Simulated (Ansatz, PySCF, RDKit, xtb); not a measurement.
# Si2SbF: from the formula to a structure

Given the formula Si2SbF and nothing else, which arrangement of the atoms is the most stable in the gas at 298.15 K, and what are its properties?

Plan: many cheap relaxations first (GFN2-xTB), then density-functional screening, relaxation at PBE0-D3(BJ)/def2-SVP, vibrations and a final energy. The numbers are computed, not measured.

6 further runs of the same task are left out: 6 set aside as unsound or not needed.

### Step 1. Candidates

A program enumerates the bonding patterns with one Lewis structure each (two rings at most, one unusual centre or charged pair), with their diastereomers. O–O, O–halogen and N–halogen bonds and N–N–N chains are not drawn. That gives 7 candidates.

```
label             SMILES     spin
 c264  [F][Sb]=[Si]=[Si]  triplet
 c277  F[Si]1=[Si]=[Sb]1  singlet
 c428     F[Si][Si]#[Sb]  singlet
 c481     F[Si][Si]#[Sb]  triplet
 c800    F[Si]#[Sb]=[Si]  singlet
 c911    F[Si]#[Sb]=[Si]  triplet
 c956  [F][Sb]=[Si]=[Si]  singlet
```

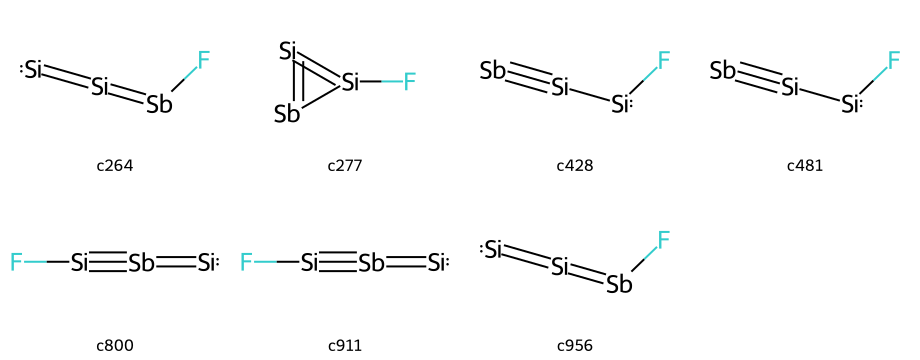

Structural formulas of the candidates.

Candidates are built by distance geometry, with a force field where one applies, in up to four conformers (letters a to d). 10 starts with atoms placed at random are added, to find patterns that the rules miss.

### Step 2. Cheap relaxation of all starts

All 20 starts are relaxed the same way. One of them, c911b (enumerated, embedded by distance geometry and UFF), in full:

The input, start.xyz:

```xyz
4
c911b
F      0.061942    -3.577236    -2.211030
Sb    -0.069316     0.632043    -2.773647
Si    -0.053346    -1.419065    -2.519519
Si     0.151209     2.647554    -2.971391
```

Started as:

```sh
$ xtb start.xyz --gfn 2 --opt --uhf 2
```

The log of the run, cut to the lines that bear on the results:

```text
* xtb version 6.7.1
[...]
          :  # basis functions                  34          :
[...]
          :  # electrons                        20          :
[...]
          :  Hamiltonian                  GFN2-xTB          :
[...]
          :  net charge                          0          :
          :  unpaired electrons                  2          :
[...]
   *** convergence criteria satisfied after 26 iterations ***
[...]
   *** GEOMETRY OPTIMIZATION CONVERGED AFTER 37 ITERATIONS ***
[...]
   *** convergence criteria satisfied after 3 iterations ***
[...]
         ::                     SUMMARY                     ::
         :::::::::::::::::::::::::::::::::::::::::::::::::::::
         :: total energy             -10.339243171646 Eh    ::
         :: gradient norm              0.000503084470 Eh/a0 ::
         :: HOMO-LUMO gap              0.325337360439 eV    ::
         ::.................................................::
         :: SCC energy               -10.352111682893 Eh    ::
         :: -> isotropic ES            0.016639563795 Eh    ::
         :: -> anisotropic ES         -0.007157303888 Eh    ::
         :: -> anisotropic XC         -0.024538620828 Eh    ::
         :: -> dispersion             -0.003868111533 Eh    ::
         :: repulsion energy           0.012868511247 Eh    ::
         :: add. restraining           0.000000000000 Eh    ::
         :: total charge               0.000000000005 e     ::
         :::::::::::::::::::::::::::::::::::::::::::::::::::::
[...]
        11        0.9982           -0.2351832              -6.3997 (HOMO)
        12        0.0018           -0.2232272              -6.0743 (LUMO)
[...]
     #   Z          covCN         q      C6AA      α(0)
     1   9 F        0.707    -0.374    13.209     4.292
     2  51 Sb       1.857    -0.182   434.773    40.831
     3  14 Si       1.621     0.360   187.743    29.148
     4  14 Si       0.935     0.196   234.540    33.277
[...]
     #   Z sym  total        # sym  WBO       # sym  WBO       # sym  WBO
 ---------------------------------------------------------------------------
     1   9 F    1.063 --     3 Si   1.023
     2  51 Sb   3.265 --     4 Si   1.900     3 Si   1.339
     3  14 Si   2.771 --     2 Sb   1.339     1 F    1.023     4 Si   0.409
     4  14 Si   2.323 --     2 Sb   1.900     3 Si   0.409
 ---------------------------------------------------------------------------
[...]
molecular dipole:
                 x           y           z       tot (Debye)
 q only:       -0.541       0.721      -0.712
   full:       -0.613       0.509      -0.331       2.192
molecular quadrupole (traceless):
[...]
          | TOTAL ENERGY              -10.339243171646 Eh   |
          | GRADIENT NORM               0.000503084470 Eh/α |
          | HOMO-LUMO GAP               0.325337360439 eV   |
           -------------------------------------------------
[...]
```

Run time: 0.22 s. Hardware: 2 threads of Intel Xeon at 2.70GHz, shared host.

### Step 3. What the search left

20 of the 20 relaxations converged; 10 ended on a minimum already found. 10 distinct structures remain:

```
label             start         SMILES after     spin  energy (kcal/mol)
 c018            random       F[Si][Si]#[Sb]  singlet                0.0
c428a             drawn       F[Si][Si]#[Sb]  singlet                0.4
c277a             drawn  [F][Si]1[Si][Sb]1 ‡  singlet                6.8
 c275            random    [F][Si][Sb][Si] ‡  singlet                7.8
c800a             drawn    [F][Si][Sb][Si] ‡  singlet                8.9
 c723  random and drawn  [F][Sb]1[Si][Si]1 ‡  singlet                9.1
c481b             drawn       F[Si][Si]#[Sb]  triplet               15.6
c481a             drawn       F[Si][Si]#[Sb]  triplet               15.7
c264b             drawn    [F][Sb]=[Si]=[Si]  triplet               24.0
c911b             drawn    [F][Si][Sb][Si] ‡  triplet               28.8
```

‡ marks the bonded skeleton alone, with all bonds drawn single: no Lewis structure was assigned that passes a check against the bond lengths.

GFN2-xTB has no spin polarisation, so it can't rank spin states and is rough for open shells.

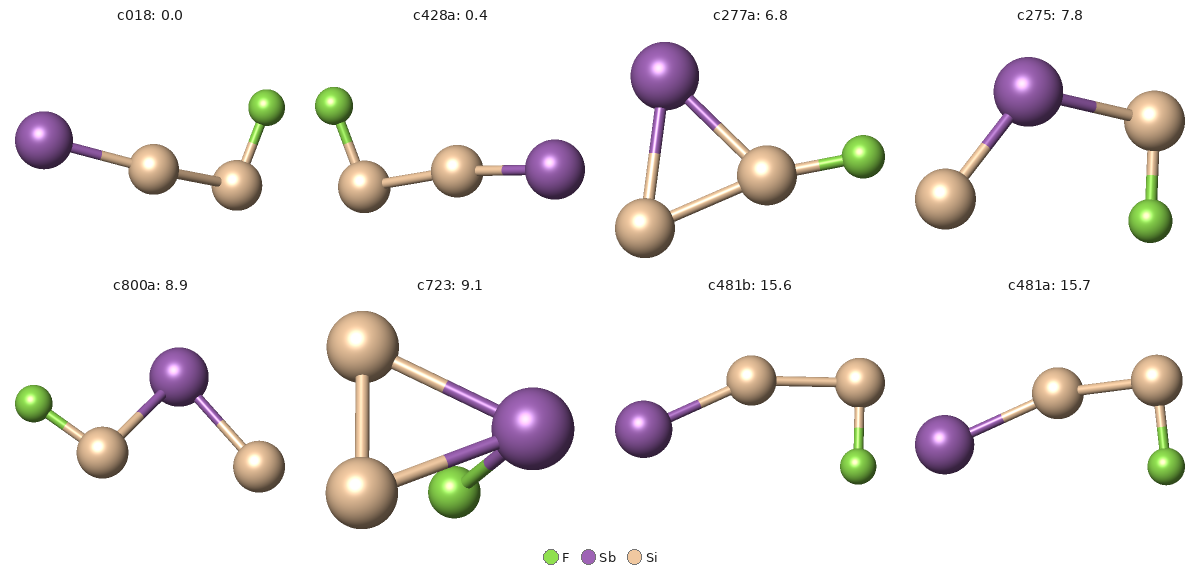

The 8 lowest minima that did not fall apart, with their GFN2-xTB energies in kcal/mol.

### Step 4. Screening with a density functional

A choice of the minima (the low ones first, few conformers of a pattern, up to a cap) and the lowest that fell apart get a single point at r2SCAN-D4/def2-SVP on the tight-binding geometry, and one at HF/STO-3G for comparison. The lowest singlets are also tried as triplets at the same geometry (label ending in t). The first, c018:

The input, input.yaml:

```yaml
crystal:
  periodic: [false, false, false]
  atoms:
    - {symbol: F, position_ang: [1.071261, -1.930233, -0.853474]}
    - {symbol: Sb, position_ang: [-0.008202, 2.829501, -0.116436]}
    - {symbol: Si, position_ang: [-0.447607, -1.606460, -0.240055]}
    - {symbol: Si, position_ang: [-0.071411, 0.522783, 0.313065]}
basis:
  gaussian:
    orbitals: def2-SVP
hamiltonian:
  xc: r2scan
  dispersion: d4
scf:
  lower_state_search: off
```

Started as:

```sh
$ ansatz run input.yaml --threads 2 --pin off --max-ram 4350MiB --events-out events.jsonl --progress --plain --runs-dir runs
```

The log of the run, cut to the lines that bear on the results:

```text
Warning: RAYON_NUM_THREADS=2 ignored (pool sized by the plan → 2); use --threads N
Functional definition: r2SCAN
  name "r2SCAN"
[...]
856 factors; their error is unknown
[...]
mean field -25001.60157811 eV, -918.7919113015 hartree, gradient 2.7e-6 eV, S^2 0.000000; 0 other end points of the search recorded, 0 dependent functions left out
reference -25001.60158647 eV, -918.7919116085 hartree; 30, 30 occupied and 46, 46 virtual orbitals, 856 factors
Total energy: -25001.63507632 eV, -918.7931423380 hartree
Checks for a lower state left out: stability, starts, cluster_reference, orbital_swaps, neighbouring_geometries, increment
```

It took 1.3 s on 2 threads of Intel Xeon at 2.70GHz, shared host.

Relative energies in kcal/mol, each column from its lowest structure that stays in one piece:

```csv
label,SMILES,spin,GFN2-xTB,HF/STO-3G,r2SCAN-D4/def2-SVP
c277a,[F][Si]1[Si][Sb]1 ‡,singlet,6.8,0.0,0.0
c800a,[F][Si][Sb][Si] ‡,singlet,8.9,3.6,22.1
c018,F[Si][Si]#[Sb],singlet,0.0,23.8,23.2
c428a,F[Si][Si]#[Sb],singlet,0.4,24.5,23.3
c275,[F][Si][Sb][Si] ‡,singlet,7.8,1.5,24.7
c277at,[F][Si]1[Si][Sb]1 ‡,triplet,–,–,28.6
c481a,F[Si][Si]#[Sb],triplet,15.7,19.1,43.5
c481b,F[Si][Si]#[Sb],triplet,15.6,23.0,44.0
c911b,[F][Si][Sb][Si] ‡,triplet,28.8,11.5,53.3
c723,[F][Sb]1[Si][Si]1 ‡,singlet,9.1,52.9,67.8
c264b,[F][Sb]=[Si]=[Si],triplet,24.0,63.2,68.8
```

‡ marks the bonded skeleton alone, with all bonds drawn single: no Lewis structure was assigned that passes a check against the bond lengths.

### Step 5. Refinement at PBE0-D3(BJ)/def2-SVP

3 candidates are relaxed at PBE0-D3(BJ)/def2-SVP (chosen among the lowest in one piece). The first, c277a:

The input, input.yaml:

```yaml
crystal:
  periodic: [false, false, false]
  atoms:
    - symbol: F
      position_ang: [1.934758, -1.419532, -2.318146]
    - symbol: Sb
      position_ang: [-0.371106, 1.333174, -2.995555]
    - symbol: Si
      position_ang: [0.345956, -0.956763, -2.491689]
    - symbol: Si
      position_ang: [-1.903631, -0.813191, -2.633687]
basis:
  gaussian: {orbitals: def2-SVP}
scf: {lower_state_search: off}
relax: {f_tol: 0.003}
hamiltonian: {xc: pbe0, dispersion: d3bj}
magnetization: {spin_polarized: false, initial_magnetization: 0}
```

Started as:

```sh
$ ansatz run input.yaml --threads 2 --pin off --max-ram 4350MiB --events-out events.jsonl --progress --plain --runs-dir runs
```

The log of the run, cut to the lines that bear on the results:

```text
Warning: RAYON_NUM_THREADS=2 ignored (pool sized by the plan → 2); use --threads N
[...]
Functional definition: PBE0
  name "PBE0"
[...]
849 factors; integrals over basis functions are off by at most 3.4e-4 eV
[...]
mean field -24993.60033240 eV, -918.4978709449 hartree, gradient 1.9e-6 eV, S^2 0.000000; 0 other end points of the search recorded, 0 dependent functions left out
[...]
reference -24993.60035355 eV, -918.4978717220 hartree; 30, 30 occupied and 46, 46 virtual orbitals, 849 factors
relax step   1: F+E_penalty+E_count = -24993.75584539 eV  Δ(F+E_penalty+E_count) = +0.000e0 eV  max|allowed force component| = 1.323e0 eV/Å  Δτ_max = 0.0000 Å  (15 SCF iters, accepted)
[...]
relax step   5: F+E_penalty+E_count = -24993.89803048 eV  Δ(F+E_penalty+E_count) = -1.972e-3 eV  max|allowed force component| = 5.732e-3 eV/Å  Δτ_max = 0.0092 Å  (23 SCF iters, accepted)
[...]
relax step   6: F+E_penalty+E_count = -24993.89803534 eV  Δ(F+E_penalty+E_count) = -4.861e-6 eV  max|allowed force component| = 1.028e-3 eV/Å  Δτ_max = 0.0007 Å  (14 SCF iters, accepted)
Total energy: -24993.89805680 eV, -918.5088121147 hartree
Atom 0 at     1.845257    -1.532128    -2.299480 Å, force    -0.000379     0.000242    -0.000086 eV/Å
Atom 1 at    -0.419010     1.363961    -3.004208 Å, force    -0.000411     0.000565    -0.000142 eV/Å
Atom 2 at     0.409737    -0.813764    -2.517955 Å, force     0.000861    -0.001028     0.000285 eV/Å
Atom 3 at    -1.830007    -0.874381    -2.617433 Å, force    -0.000071     0.000222    -0.000058 eV/Å
Dipole moment:    -0.025806     0.144793    -0.030872 e Å
Checks for a lower state left out: stability, starts, cluster_reference, orbital_swaps, neighbouring_geometries, increment
```

It took 12 s on 2 threads of Intel Xeon at 2.70GHz, shared host.

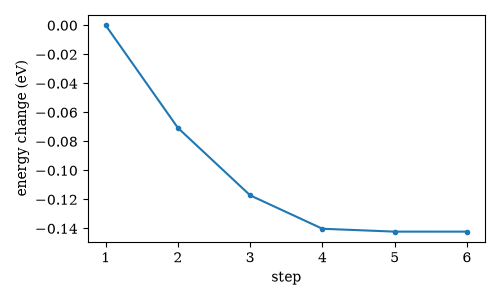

Energy along the run, all evaluated steps.

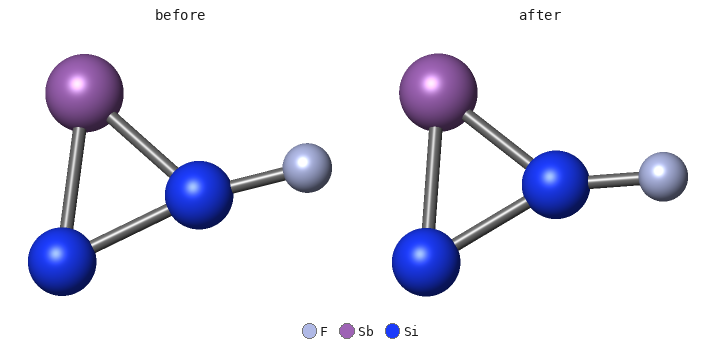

Before and after, at one scale.

After the run. Bond lengths: F1–Si3 1.620 Å, Sb2–Si3 2.380 Å, Sb2–Si4 2.674 Å, Si3–Si4 2.243 Å. Angles: F1–Si3–Sb2 137.9°, F1–Si3–Si4 151.5°, Sb2–Si3–Si4 70.6°, Si3–Sb2–Si4 52.3°, Sb2–Si4–Si3 57.1°.

### Step 6. The relaxed candidates

```csv
label,spin,r2SCAN-D4/def2-SVP (kcal/mol),"PBE0-D3(BJ)/def2-SVP, relaxed (kcal/mol)",time,note
c800a,singlet,22.1,0.0,21 s,same minimum as c277a
c277a,singlet,0.0,0.0,12 s,
c018,singlet,23.2,19.7,22 s,
```

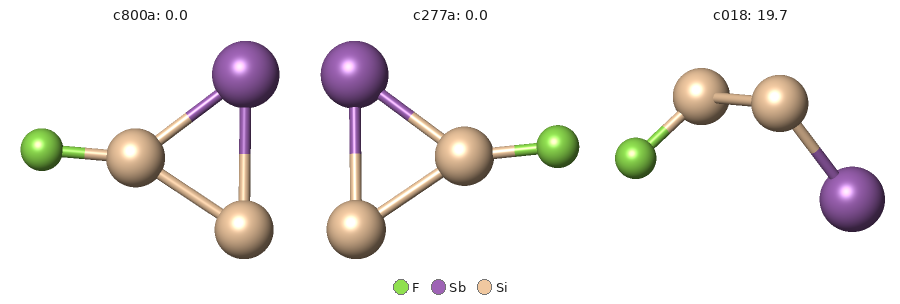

The relaxed structures, with energies at PBE0-D3(BJ)/def2-SVP in kcal/mol.

### Step 7. Are they minima? Harmonic frequencies

The lowest few in one piece go on as finalists. Harmonic vibrations at PBE0-D3(BJ)/def2-SVP test each finalist and give the zero-point energy and the thermal terms. The first, c277a:

The input, input.yaml:

```yaml
crystal:
  periodic: [false, false, false]
  atoms:
    - {symbol: F, position_ang: [1.845257, -1.532128, -2.299480]}
    - {symbol: Sb, position_ang: [-0.419010, 1.363961, -3.004208]}
    - {symbol: Si, position_ang: [0.409737, -0.813764, -2.517955]}
    - {symbol: Si, position_ang: [-1.830007, -0.874381, -2.617433]}
basis:
  gaussian: {orbitals: def2-SVP}
hamiltonian: {xc: pbe0, dispersion: d3bj}
scf: {lower_state_search: "off"}
phonons: {}
```

Started as:

```sh
$ ansatz run input.yaml --threads 2 --pin off --max-ram 4350MiB --events-out events.jsonl --progress --plain --runs-dir runs
```

The log of the run, cut to the lines that bear on the results:

```text
Warning: RAYON_NUM_THREADS=2 ignored (pool sized by the plan → 2); use --threads N
[... 2 set-up lines as earlier in the session ...]
[...]
848 factors; integrals over basis functions are off by at most 3.2e-4 eV
[...]
mean field -24993.74226721 eV, -918.5030869530 hartree, gradient 4.0e-6 eV, S^2 0.000000; 0 other end points of the search recorded, 0 dependent functions left out
[...]
reference -24993.74228883 eV, -918.5030877475 hartree; 30, 30 occupied and 46, 46 virtual orbitals, 848 factors
[...]
848 factors; integrals over basis functions are off by at most 3.2e-4 eV
mean field -24993.74220507 eV, -918.5030846695 hartree, gradient 1.6e-6 eV, S^2 0.000000; 0 other end points of the search recorded, 0 dependent functions left out
[...]
reference -24993.74222669 eV, -918.5030854639 hartree; 30, 30 occupied and 46, 46 virtual orbitals, 848 factors
[...]
848 factors; integrals over basis functions are off by at most 3.2e-4 eV
[...]
848 factors; integrals over basis functions are off by at most 3.2e-4 eV
[...]
mean field -24993.74226704 eV, -918.5030869468 hartree, gradient 2.8e-6 eV, S^2 0.000000; 0 other end points of the search recorded, 0 dependent functions left out
[...]
reference -24993.74228866 eV, -918.5030877413 hartree; 30, 30 occupied and 46, 46 virtual orbitals, 848 factors
Total energy: -24993.89805039 eV, -918.5088118793 hartree
Atom 0 at     1.845257    -1.532128    -2.299480 Å, force    -0.000348     0.000382    -0.000113 eV/Å
Atom 1 at    -0.419010     1.363961    -3.004208 Å, force    -0.000315     0.000601    -0.000145 eV/Å
Atom 2 at     0.409737    -0.813764    -2.517955 Å, force     0.000723    -0.001199     0.000314 eV/Å
Atom 3 at    -1.830007    -0.874381    -2.617433 Å, force    -0.000060     0.000216    -0.000056 eV/Å
Dipole moment:    -0.025806     0.144794    -0.030872 e Å
Vibrations: 162.32 163.12 256.15 380.73 470.88 935.95 cm⁻¹, zero-point energy 0.146869 eV
Checks for a lower state left out: stability, starts, cluster_reference, orbital_swaps, neighbouring_geometries, increment
```

Wall time 32 s (2 threads of Intel Xeon at 2.70GHz, shared host).

### Step 8. Zero-point energy and free-energy terms

At 298.15 K and 1 atm, ideal gas, rigid rotor and harmonic oscillator:

```csv
label,SMILES,spin,point group,lowest mode (cm⁻¹),zero-point (kcal/mol),G − E (kcal/mol)
c277a,[F][Si]1[Si][Sb]1 ‡,singlet,Cs,162,3.4,-16.2
c018,F[Si][Si]#[Sb],singlet,C1,40,2.9,-18.1
```

Chiral structures get −RT ln 2 for their mirror image.

‡ marks the bonded skeleton alone, with all bonds drawn single: no Lewis structure was assigned that passes a check against the bond lengths.

### Step 9. Last filter: a higher level

Each finalist gets a single point at CCSD(T)/def2-TZVPP.

c277a, CCSD(T)/def2-TZVPP:

Changes to input.yaml since step 7:

```diff
@@ -8,5 +8,3 @@
 basis:
-  gaussian: {orbitals: def2-SVP}
-hamiltonian: {xc: pbe0, dispersion: d3bj}
-scf: {lower_state_search: "off"}
-phonons: {}
+  gaussian: {orbitals: def2-TZVPP}
+correlation: {method: ccsd_t, frozen_orbitals: {F: 1, Si: 5, Sb: 4}}
```

Started as:

```sh
$ ansatz run input.yaml --threads 2 --pin off --max-ram 4350MiB --events-out events.jsonl --progress --plain --runs-dir runs
```

The log of the run, cut to the lines that bear on the results:

```text
Warning: RAYON_NUM_THREADS=2 ignored (pool sized by the plan → 2); use --threads N
Functional definition: HF
  name "HF"
[...]
1174 factors; integrals over basis functions are off by at most 6.7e-4 eV
[...]
mean field -24942.92740125 eV, -916.6356750725 hartree, gradient 2.8e-6 eV, S^2 0.000000; 0 other end points of the search recorded, 0 dependent functions left out; unrestricted orbitals would lower it
15 core orbitals not correlated: weight in the atoms' cores, before any rotation towards them, 1.000 or more for the frozen orbitals, at most 0.000 for the correlated occupied ones
reference -24942.92740125 eV, -916.6356750725 hartree; 15, 15 occupied and 135, 135 virtual orbitals, 1174 factors
second order -21.80213066 eV of doubles, -0.00000000 eV of singles
cycle   1  -20.91989613 eV  change    8.8e-1 eV  update   1.4e-1
[...]
cycle  13  -21.67405880 eV  change   -4.0e-6 eV  update   5.6e-6
perturbative correction -1.04633064 eV, -0.0384519420 hartree
Total energy: -24965.64779070 eV, -917.4706339842 hartree
```

It took 44 s on 2 threads of Intel Xeon at 2.70GHz, shared host; peak memory 1.4 GiB.

### Step 10. c018 at CCSD(T)/def2-TZVPP

The input, input.yaml:

```yaml
crystal:
  periodic: [false, false, false]
  atoms:
    - {symbol: F, position_ang: [0.955988, -1.677102, -1.021374]}
    - {symbol: Sb, position_ang: [-0.068010, 2.155690, -0.582832]}
    - {symbol: Si, position_ang: [-0.478534, -1.234935, -0.372827]}
    - {symbol: Si, position_ang: [0.134597, 0.571938, 1.080133]}
basis:
  gaussian:
    orbitals: def2-TZVPP
correlation:
  method: ccsd_t
  frozen_orbitals: {F: 1, Si: 5, Sb: 4}
```

Started as:

```sh
$ ansatz run input.yaml --threads 2 --pin off --max-ram 4350MiB --events-out events.jsonl --progress --plain --runs-dir runs
```

The log of the run, cut to the lines that bear on the results:

```text
Warning: RAYON_NUM_THREADS=2 ignored (pool sized by the plan → 2); use --threads N
[... 2 set-up lines as earlier in the session ...]
[...]
1177 factors; integrals over basis functions are off by at most 6.8e-4 eV
[...]
mean field -24942.00177871 eV, -916.6016590717 hartree, gradient 6.0e-6 eV, S^2 0.000000; 2 other end points of the search recorded, 0 dependent functions left out; unrestricted orbitals would lower it
determinant -24942.00177871 eV, -916.6016590717 hartree, with singles and doubles -24963.82869858 eV, -917.4037835821 hartree
determinant -24938.95070326 eV, -916.4895341171 hartree, with singles and doubles -24960.24205082 eV, -917.2719767079 hartree
15 core orbitals not correlated: weight in the atoms' cores, before any rotation towards them, 1.000 or more for the frozen orbitals, at most 0.000 for the correlated occupied ones
reference -24942.00177871 eV, -916.6016590717 hartree; 15, 15 occupied and 135, 135 virtual orbitals, 1177 factors
second order -21.71925642 eV of doubles, -0.00000000 eV of singles
cycle   1  -21.73958846 eV  change    -1.1e0 eV  update   3.1e-2
[...]
cycle  11  -21.78116726 eV  change   -2.0e-6 eV  update   3.4e-5
perturbative correction -1.11139350 eV, -0.0408429578 hartree
Total energy: -24964.89433948 eV, -917.4429451627 hartree
```

It took 59 s on 2 threads of Intel Xeon at 2.70GHz, shared host; peak memory 1.4 GiB.

For c277a, c018 the log finds that unrestricted Hartree-Fock orbitals lie lower, a sign to watch the closed-shell reference there.

### Step 11. Putting it together

Energies in kcal/mol from c277a; G adds the thermal terms to the CCSD(T)/def2-TZVPP energy. The columns left of the relaxed level are at the tight-binding geometries.

```csv
label,SMILES,spin,GFN2-xTB,HF/STO-3G,r2SCAN-D4/def2-SVP,PBE0-D3(BJ)/def2-SVP,HF/def2-TZVPP,MP2/def2-TZVPP,CCSD(T)/def2-TZVPP,G,share at equilibrium,T1
c277a,[F][Si]1[Si][Sb]1 ‡,singlet,0.0,0.0,0.0,0.0,0.0,0.0,0.0,0.0,100.0 %,0.016
c018,F[Si][Si]#[Sb],singlet,-6.8,23.8,23.2,19.7,21.3,23.3,17.4,15.5,< 0.1 %,0.033
```

‡ marks the bonded skeleton alone, with all bonds drawn single: no Lewis structure was assigned that passes a check against the bond lengths.

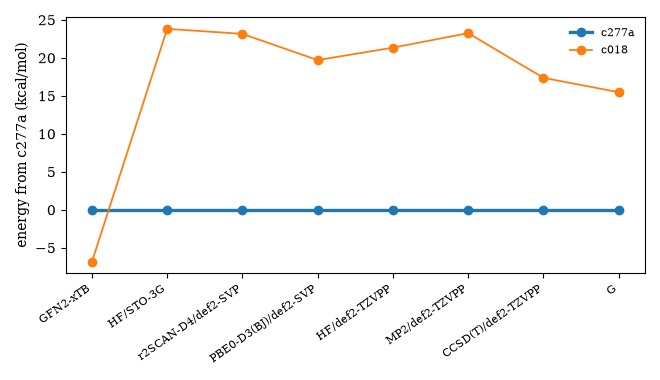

The finalists at each level, measured from c277a.

Lowest found: c277a, `[F][Si]1[Si][Sb]1` ‡, a singlet of point group Cs. Bond lengths: F1–Si3 1.620 Å, Sb2–Si3 2.380 Å, Sb2–Si4 2.674 Å, Si3–Si4 2.243 Å. Angles: F1–Si3–Sb2 137.9°, F1–Si3–Si4 151.5°, Sb2–Si3–Si4 70.6°, Si3–Sb2–Si4 52.3°, Sb2–Si4–Si3 57.1°.

```xyz
4

F     1.8453   -1.5321   -2.2995
Sb   -0.4190    1.3640   -3.0042
Si    0.4097   -0.8138   -2.5180
Si   -1.8300   -0.8744   -2.6174
```

‡ marks the bonded skeleton alone, with all bonds drawn single: no Lewis structure was assigned that passes a check against the bond lengths.

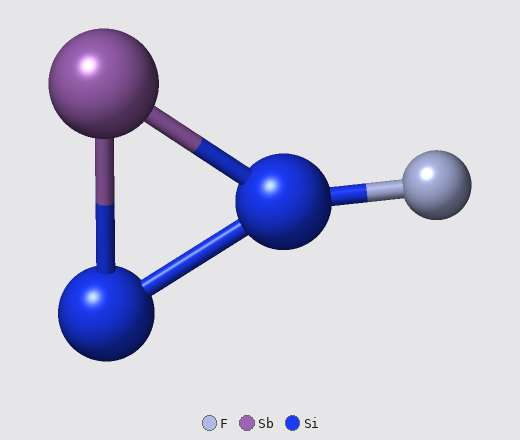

The lowest structure found, seen from a chosen angle (fluorine light blue, antimony purple, silicon blue).

(Part 1 of 2 ends here.)
